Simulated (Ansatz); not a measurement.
# Mo2NO2 monolayer: following an unstable mode, part 2 of 3

Wanted: the energy along a soft mode of Mo2NO2 monolayer and the structure at the end.

Ansatz 0.2.0; DFT PBEsol, scalar-relativistic, plane waves, PAW.

So far, highest frequency on the path or at a solved wavevector (cm⁻¹): step 2 (phonons on a q mesh) 720. Also lowest frequency on the path (cm⁻¹): step 2 -172.

### Step 5. Energy along the mode, all amplitudes (two of the runs are shown above)

An imaginary frequency means negative curvature, so the energy should fall and then rise again as anharmonic terms take over.

Numbers from this step:

* depth at the lowest point sampled: 1.121 meV/atom
* largest atomic shift at that point: 0.08 Å

Table of energy from the parent by largest atomic shift:

| largest atomic shift (Å) | energy from the parent (meV/atom) |
| --- | --- |
| 0.0000 | 0 |
| 0.0400 | -0.45 |
| 0.0800 | -1.12 |
| 0.1400 | 0.301 |
| 0.2200 | 17.4 |

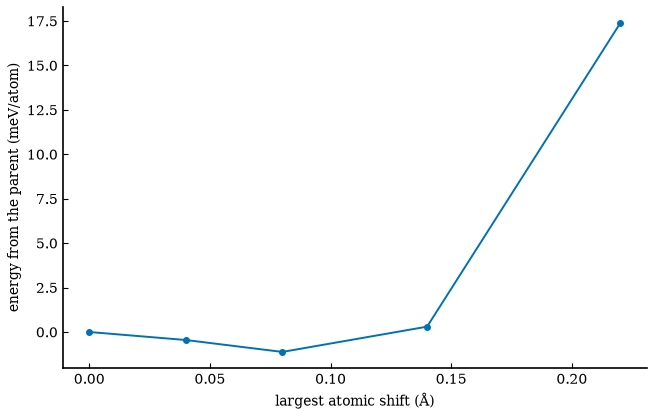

Energy from the parent against largest atomic shift.

Displacement at unit largest shift by atom:

| atom | x (Å) | y (Å) | z (Å) | size |
| --- | --- | --- | --- | --- |
| N1 | 1.00 | 0.00 | 0.00 | 1.00 |
| N2 | -1.00 | 0.00 | 0.00 | 1.00 |
| Mo3 | -0.92 | 0.00 | 0.00 | 0.92 |
| Mo4 | 0.92 | 0.00 | 0.00 | 0.92 |
| Mo5 | 0.92 | 0.00 | 0.00 | 0.92 |
| Mo6 | -0.92 | 0.00 | 0.00 | 0.92 |
| O7 | -0.53 | 0.00 | 0.00 | 0.53 |
| O8 | 0.53 | 0.00 | 0.00 | 0.53 |
| O9 | 0.53 | 0.00 | 0.00 | 0.53 |
| O10 | -0.53 | 0.00 | 0.00 | 0.53 |

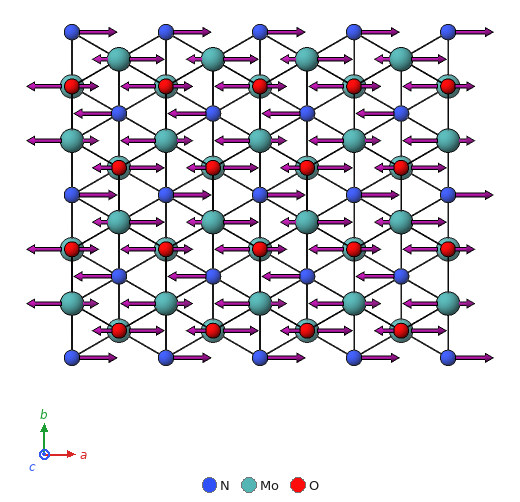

Displacement at unit largest shift as arrows, the longest 1 Å. 4×2×1 cells are drawn. Some periodic images of atoms are drawn too.

The lowest of the steps tried is at 0.08 Å, 1.12 meV/atom below the parent; the bottom of the well need not coincide with a step.

### Step 6. Relaxation from the frozen mode

Starting from the lowest point found, all atoms and the cell are let go, so that strain and other modes of the same symmetry can join in.

input.yaml reads:

```yaml
crystal:
  lattice:
    - [3.1277744238, 0.0, 0.0]
    - [-1.0e-10, 5.4174642167, 0.0]
    - [0.0, 0.0, 32.6]
  atoms:
    - { symbol: "N", position: [1.0255772921, 0.0, 0.3067484663] }
    - { symbol: "N", position: [0.4744227079, 0.5, 0.3067484663] }
    - { symbol: Mo, position: [-0.0235092331, 0.3333333333, 0.3385189321] }
    - { symbol: Mo, position: [0.5235092331, 0.8333333333, 0.3385189321] }
    - { symbol: Mo, position: [0.5235092331, 0.1666666667, 0.2749780005] }
    - { symbol: Mo, position: [0.9764907669, 0.6666666667, 0.2749780005] }
    - { symbol: O, position: [0.4864211763, 0.1666666667, 0.3700080734] }
    - { symbol: O, position: [1.0135788237, 0.6666666667, 0.3700080734] }
    - { symbol: O, position: [0.0135788237, 0.3333333333, 0.2434888592] }
    - { symbol: O, position: [0.4864211763, 0.8333333333, 0.2434888592] }
  periodic: [true, true, false]
kpoints:
  mp_grid: { grid: [12, 8, 1] }
hamiltonian:
  xc: pbesol
scf:
  occupations: { method: methfessel_paxton, width: 0.15 }
output:
  forces: true
  stress: true
  eigenvalues: true
  write_density: true
  write_potential: true
  elf: true
  volumetric_format: npy
relax:
  adjacent_minimum: "off"
  f_tol: 0.002
  max_steps: 120
  cell: { stress_2d_tol: 0.005 }
```

Run with:

```
> ansatz run input.yaml --threads 8 --pin off --max-ram 14336MiB --backend cpu --events-out ev --progress --plain --runs-dir out
```

Numbers of over 12 decimals in the logs are rounded to 6 here.

What it wrote:

```text
[...]
Crystal: 10 atoms, lattice volume = 552.394 Å³
Basis set: ecut = 420 eV, 10793 PW (Γ), exchange–correlation on 48×80×450 points (8 copies of the dense FFT grid, shifted against one another)
Bands: 55, of which v1, the nominal top of the filled ones, is band 45 counted from 1 (44 counted from 0)
Symmetry: 4 space group operations
[...]
k-points: 35 of 96
[...]
SCF iter   1: F=—  HF=-22591.551717 eV  |F-HF|=—  |Δ(HF+E_count)|=         —  Δρ=5.86e-3  dr2=1.45e-1  ethr=1.77e-3  ⟨swp⟩=11.9  Hψ=13281  notcnv=0
[...]
SCF iter   9: F=-22591.531488 eV  HF=-22591.531488 eV  |F-HF|=1.46e-9  |Δ(HF+E_count)|=   3.51e-8  S|Δr|=    0.00e0  Δρ=9.93e-8  dr2=4.56e-11  ethr=1.00e-12  ⟨swp⟩=11.3  Hψ=17515  notcnv=0
SCF 1 converged in 9 iterations: F = -22591.531488 eV  dr2 = 4.56e-11
[...]
relax step   1: F+E_penalty+E_count = -22591.53148846 eV  Δ(F+E_penalty+E_count) = +0.000e0 eV  max|allowed force component| = 1.701e-1 eV/Å  Δτ_max = 0.0000 Å  P = -0.375 N/m  Ω = 552.394 Å³  fix = [c, alpha, beta]  reactions: c +0.000 N/m; alpha +0.000 N/m/rad  (9 SCF iters, dr2 threshold 1.00e-7 eV, accepted)
[... from here on, the SCF cycles and remarks between the steps are left out ...]
relax step   2: F+E_penalty+E_count = -22591.53989923 eV  Δ(F+E_penalty+E_count) = -8.411e-3 eV  max|allowed force component| = 1.138e-1 eV/Å  Δτ_max = 0.0178 Å  P = +0.093 N/m  Ω = 549.105 Å³  energy of the carried Pulay correction = +2.568e-3 eV  fix = [c, alpha, beta]  reactions: c -0.000 N/m; alpha +0.000 N/m/rad  (5 SCF iters, dr2 threshold 1.00e-6 eV, accepted)
relax step   3: F+E_penalty+E_count = -22591.54813978 eV  Δ(F+E_penalty+E_count) = -8.241e-3 eV  max|allowed force component| = 1.391e-1 eV/Å  Δτ_max = 0.0053 Å  P = +0.134 N/m  Ω = 548.947 Å³  energy of the carried Pulay correction = +2.691e-3 eV  fix = [c, alpha, beta]  reactions: c -0.000 N/m; alpha +0.000 N/m/rad  (5 SCF iters, dr2 threshold 1.00e-6 eV, accepted)
relax step   4: F+E_penalty+E_count = -22591.57033823 eV  Δ(F+E_penalty+E_count) = -2.220e-2 eV  max|allowed force component| = 2.527e-1 eV/Å  Δτ_max = 0.0161 Å  P = +0.558 N/m  Ω = 546.276 Å³  energy of the carried Pulay correction = +4.788e-3 eV  fix = [c, alpha, beta]  reactions: c +0.000 N/m; alpha +0.000 N/m/rad  (5 SCF iters, dr2 threshold 1.00e-6 eV, accepted)
relax step   5: F+E_penalty+E_count = -22591.64404222 eV  Δ(F+E_penalty+E_count) = -7.370e-2 eV  max|allowed force component| = 4.773e-1 eV/Å  Δτ_max = 0.0223 Å  P = +0.314 N/m  Ω = 544.642 Å³  energy of the carried Pulay correction = +6.076e-3 eV  fix = [c, alpha, beta]  reactions: c +0.000 N/m; alpha +0.000 N/m/rad  (5 SCF iters, dr2 threshold 1.00e-6 eV, accepted)
relax step   6: F+E_penalty+E_count = -22591.92881587 eV  Δ(F+E_penalty+E_count) = -2.848e-1 eV  max|allowed force component| = 4.808e-1 eV/Å  Δτ_max = 0.0521 Å  P = -0.977 N/m  Ω = 544.481 Å³  energy of the carried Pulay correction = +6.204e-3 eV  fix = [c, alpha, beta]  reactions: c +0.000 N/m; alpha +0.000 N/m/rad  (6 SCF iters, dr2 threshold 1.00e-6 eV, accepted)
relax step   7: F+E_penalty+E_count = -22592.08730760 eV  Δ(F+E_penalty+E_count) = -1.585e-1 eV  max|allowed force component| = 3.471e-1 eV/Å  Δτ_max = 0.0582 Å  P = +0.306 N/m  Ω = 534.854 Å³  energy of the carried Pulay correction = +1.387e-2 eV  fix = [c, alpha, beta]  reactions: c -0.000 N/m; alpha +0.000 N/m/rad  (6 SCF iters, dr2 threshold 1.00e-6 eV, accepted)
relax step   8: F+E_penalty+E_count = -22592.14175934 eV  Δ(F+E_penalty+E_count) = -5.445e-2 eV  max|allowed force component| = 2.360e-1 eV/Å  Δτ_max = 0.0386 Å  P = +0.441 N/m  Ω = 532.235 Å³  energy of the carried Pulay correction = +1.598e-2 eV  fix = [c, alpha, beta]  reactions: c -0.000 N/m; alpha -0.000 N/m/rad  (6 SCF iters, dr2 threshold 1.00e-6 eV, accepted)
relax step   9: F+E_penalty+E_count = -22592.14870808 eV  Δ(F+E_penalty+E_count) = -6.949e-3 eV  max|allowed force component| = 5.989e-2 eV/Å  Δτ_max = 0.0181 Å  P = -0.049 N/m  Ω = 535.179 Å³  energy of the carried Pulay correction = +1.361e-2 eV  fix = [c, alpha, beta]  reactions: c +0.000 N/m; alpha -0.000 N/m/rad  (5 SCF iters, dr2 threshold 1.00e-6 eV, accepted)
relax step  10: F+E_penalty+E_count = -22592.14921077 eV  Δ(F+E_penalty+E_count) = -5.027e-4 eV  max|allowed force component| = 3.072e-2 eV/Å  Δτ_max = 0.0033 Å  P = -0.046 N/m  Ω = 535.302 Å³  energy of the carried Pulay correction = +1.351e-2 eV  fix = [c, alpha, beta]  reactions: c +0.000 N/m; alpha +0.000 N/m/rad  (5 SCF iters, dr2 threshold 2.24e-7 eV, accepted)
relax step  11: F+E_penalty+E_count = -22592.14936931 eV  Δ(F+E_penalty+E_count) = -1.585e-4 eV  max|allowed force component| = 7.898e-3 eV/Å  Δτ_max = 0.0012 Å  P = +0.030 N/m  Ω = 535.237 Å³  energy of the carried Pulay correction = +1.357e-2 eV  fix = [c, alpha, beta]  reactions: c +0.000 N/m; alpha -0.000 N/m/rad  (4 SCF iters, dr2 threshold 5.90e-8 eV, accepted)
[...]
relax step  15: F+E_penalty+E_count = -22592.16071644 eV  Δ(F+E_penalty+E_count) = -4.323e-5 eV  max|allowed force component| = 2.534e-3 eV/Å  Δτ_max = 0.0005 Å  P = +0.006 N/m  Ω = 535.155 Å³  energy of the carried Pulay correction = +7.711e-5 eV  fix = [c, alpha, beta]  reactions: c +0.000 N/m; alpha -0.000 N/m/rad  (5 SCF iters, dr2 threshold 1.19e-8 eV, accepted)
relax step  16: F+E_penalty+E_count = -22592.16069059 eV  Δ(F+E_penalty+E_count) = +2.585e-5 eV  max|allowed force component| = 9.267e-4 eV/Å  Δτ_max = 0.0002 Å  P = -0.003 N/m  Ω = 535.188 Å³  energy of the carried Pulay correction = +5.040e-5 eV  fix = [c, alpha, beta]  reactions: c +0.000 N/m; alpha -0.000 N/m/rad  (5 SCF iters, dr2 threshold 4.01e-10 eV, accepted)
relax step  17: F+E_penalty+E_count = -22592.16070081 eV  Δ(F+E_penalty+E_count) = -1.022e-5 eV  max|allowed force component| = 3.736e-4 eV/Å  Δτ_max = 0.0002 Å  P = -0.002 N/m  Ω = 535.176 Å³  energy of the carried Pulay correction = +6.023e-5 eV  fix = [c, alpha, beta]  reactions: c +0.000 N/m; alpha +0.000 N/m/rad  (5 SCF iters, dr2 threshold 5.77e-11 eV, accepted)
relax step  18: F+E_penalty+E_count = -22592.16070343 eV  Δ(F+E_penalty+E_count) = -2.615e-6 eV  max|allowed force component| = 3.718e-4 eV/Å  Δτ_max = 0.0000 Å  P = -0.002 N/m  Ω = 535.176 Å³  fix = [c, alpha, beta]  reactions: c +0.000 N/m; alpha +0.000 N/m/rad  stress off target by 1.39e-2 N/m on what of the cell is left free  SCF on the basis re-selected at this cell (its energy is not comparable with the rows above)  (6 SCF iters)
relax step  19: F+E_penalty+E_count = -22592.16071934 eV  Δ(F+E_penalty+E_count) = -1.592e-5 eV  max|allowed force component| = 2.449e-4 eV/Å  Δτ_max = 0.0001 Å  P = +0.001 N/m  Ω = 535.157 Å³  energy of the carried Pulay correction = +1.496e-5 eV  fix = [c, alpha, beta]  reactions: c +0.000 N/m; alpha -0.000 N/m/rad  (5 SCF iters, dr2 threshold 2.41e-10 eV, accepted)
relax step  20: F+E_penalty+E_count = -22592.16069678 eV  Δ(F+E_penalty+E_count) = +2.257e-5 eV  max|allowed force component| = 2.457e-4 eV/Å  Δτ_max = 0.0000 Å  P = +0.001 N/m  Ω = 535.157 Å³  fix = [c, alpha, beta]  reactions: c +0.000 N/m; alpha +0.000 N/m/rad  stress off target by 2.18e-3 N/m on what of the cell is left free  SCF on the basis re-selected at this cell (its energy is not comparable with the rows above)  (8 SCF iters)
basis re-selected at this cell: Δ(F+E_penalty+E_count) = +2.257e-5 eV, ΔP = -0.000 N/m vs the last step (what re-selecting the basis moved, of the pressure what is left beyond the Pulay correction that the steps carried, after the strain that the cell walked since its last selection, with what the two solves' SCF thresholds leave and, on support functions, any second-order correction that the steps lacked; it is no m [...]
WARN: The output density's exchange-correlation potential varies sharply where the density is thin. Do not read a vacuum level from v_tot or v_xc, or from such a field of the output density. On a cell that repeats whose density bears no net charge and no dipole along the vacuum's axis use v_es (v_loc + v_h of the components); under efield.dipole_correction with no amplitude use v_es + v_field, which holds any externa [...]
SCF converged after 8 iterations
[...]
Free energy (F): -22592.160697 eV
[...]
Internal energy: -22592.163532 eV  (E = F + TS)
E sigma→0 (E₀):  -22592.161405 eV
Entropy (-TS):   0.002835 eV (0.283 meV/atom)
Fermi energy:    -5.859332 eV
Step filling:    the computed levels leave a gap of 0.0436 eV = 0.3 smearing widths at the electron count; against every level under it full and every level over it empty, smearing changes F+E_penalty+E_count by +0.093 meV and its σ→0 estimate by -0.616 meV
[...]
--- Forces (eV/Å), atoms counted from 1 ---
  atom   1  N      0.00024571     0.00000000     0.00000000
  atom   2  N     -0.00024571    -0.00000000    -0.00000000
  atom   3  Mo     0.00023824    -0.00004804     0.00013994
  atom   4  Mo    -0.00023824    -0.00004804     0.00013994
  atom   5  Mo    -0.00023824     0.00004804    -0.00013994
  atom   6  Mo     0.00023824     0.00004804    -0.00013994
  atom   7  O      0.00014936     0.00003886    -0.00008672
  atom   8  O     -0.00014936     0.00003886    -0.00008672
  atom   9  O     -0.00014936    -0.00003886     0.00008672
  atom  10  O      0.00014936    -0.00003886     0.00008672
  max |Σ_I F_I| component: 0.00e0 eV/Å
--- 2D stress c σ (N/m, compression-positive) ---
        0.002183       0.000000      -0.000000
        0.000000      -0.000191      -0.000000
       -0.000000      -0.000000      -0.000000
  P = ½ c Tr σ = 0.0010 N/m
--- Band table (eV; the first three rows and the last of 35) ---
  k-point 0: bands = [... 41 lower, -8.1829, -7.7526, -7.1295, -6.5056, -5.9816, -5.3221, -4.6851, -4.2749, ... 6 higher]
  k-point 1: bands = [... 41 lower, -8.1045, -7.7734, -7.2892, -6.5936, -5.6848, -5.1936, -4.8714, -4.1593, ... 6 higher]
  k-point 2: bands = [... 41 lower, -7.9778, -7.8584, -7.4355, -6.5747, -5.2754, -5.0589, -4.9555, -4.1443, ... 6 higher]
  k-point 34: bands = [... 41 lower, -8.0869, -6.9425, -6.9425, -5.5198, -5.5198, -5.0969, -5.0969, -4.3466, ... 6 higher]
--- Relaxed structure (17 steps of the walk, 17 accepted, 3 SCFs on fresh bases) ---
  F+E_penalty+E_count = -22592.16069678 eV   max|allowed force component| = 2.457e-4 eV/Å   (the final SCF, on the basis selected at the relaxed cell)
  cell:  # Å, volume = 535.1574 Å³
    - [3.307410, 3.052544505743315e-11, 0]
    - [-4.580889353921564e-11, 4.963361, 0]
    - [0, 0, 32.6]
  atoms:
    - { symbol: N, position: [1.055342, 5.551131801154883e-19, 0.306748] }
    - { symbol: N, position: [0.444658, 0.500000, 0.306748] }
    - { symbol: Mo, position: [-0.061530, 0.351476, 0.340447] }
    - { symbol: Mo, position: [0.561530, 0.851476, 0.340447] }
    - { symbol: Mo, position: [0.561530, 0.148524, 0.273049] }
    - { symbol: Mo, position: [0.938470, 0.648524, 0.273049] }
    - { symbol: O, position: [0.459369, 0.192354, 0.371875] }
    - { symbol: O, position: [1.040631, 0.692354, 0.371875] }
    - { symbol: O, position: [0.040631, 0.307646, 0.241622] }
    - { symbol: O, position: [0.459369, 0.807646, 0.241622] }
```

Wall time 4.3 min (8 threads of Arm Neoverse V2, shared host); peak memory 2.1 GiB; 34 min of CPU time.

(Continued in part 3 of 3.)

[Logs are printed without paths, hosts, clocks, repeated set-up lines and the standing remarks that a program may print on its own settings, such as how far it seeks lower states.]

[Hosts, paths, dates, database ids (printed as entryN), source tags and the programs' standing remarks are cut or masked in the printed files.]
